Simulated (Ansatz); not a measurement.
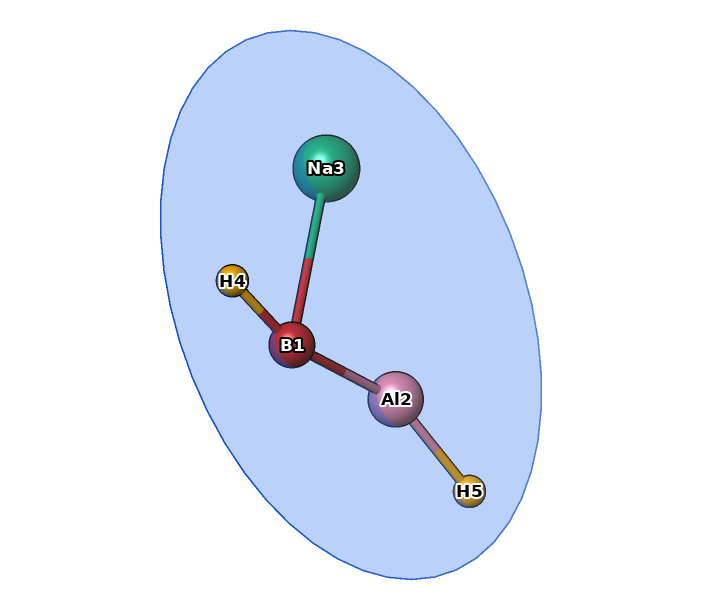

A disc through the centre of mass is drawn in. Distant atoms are faded towards the background colour. State: neutral, doublet. The computed structure is the end point of a PBE-D4/def2-SVP optimisation. No frequency run is at hand to confirm it as a minimum.

> Is the plane of the disc a mirror plane of the structure?

Yes. The reflection leaves B1, Al2, Na3, H4, H5 in place. The point group is Cs.
